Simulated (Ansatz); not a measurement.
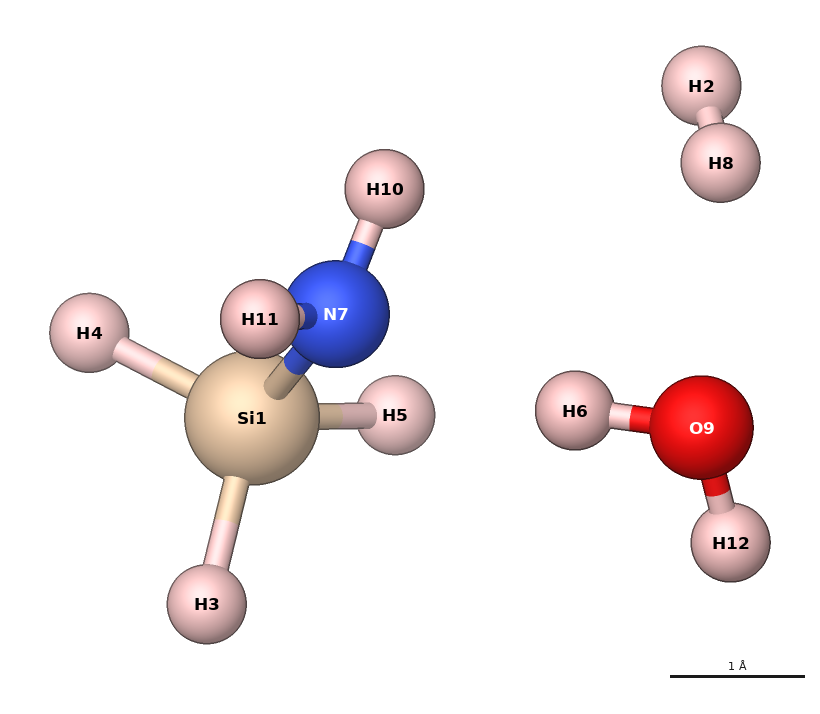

The geometry was computed by an optimisation with PBE0-D4/def2-TZVP.

Find the hydrogen bonds (donors O, N, F, S or Cl) and give their geometry.

```
   D–H···A  D–H (Å)  H···A (Å)  angle (°)            kind
O9–H6···N7     0.97       1.99        166  intermolecular
```
